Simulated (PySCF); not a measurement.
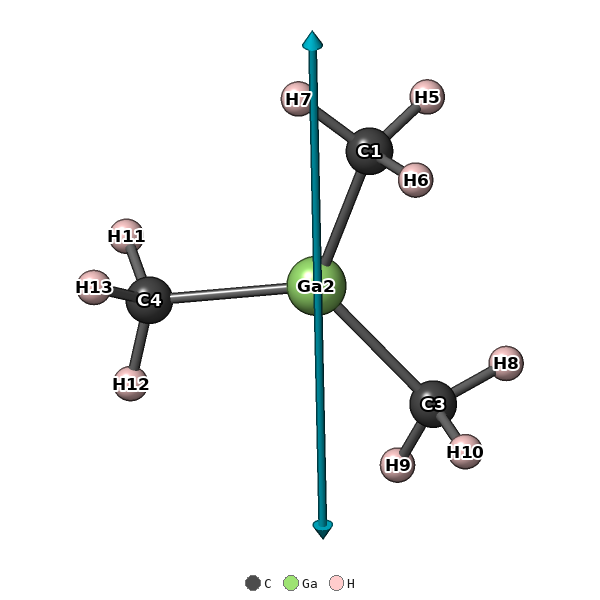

The double arrow shows the direction of the transition dipole to excited singlet state 3 (its length means nothing). Computed geometry: GFN2-xTB optimisation. No frequency run is at hand to confirm it as a minimum. Level of theory: TDDFT PBE0/def2-SVPD, vertical, gas phase, core orbitals frozen in the response (PySCF 2.14.0).

Question: Give its energy, strength and character.

Answer: 6.38 eV (194 nm), oscillator strength 0.10, mainly HOMO → LUMO+1 (weight 0.99); transition dipole 2.07 D.

The geometry is semi-empirical. Around Ga such bond lengths and angles can be off by a tenth of an ångström or more and by several degrees, and values that hang on the shape move with them.
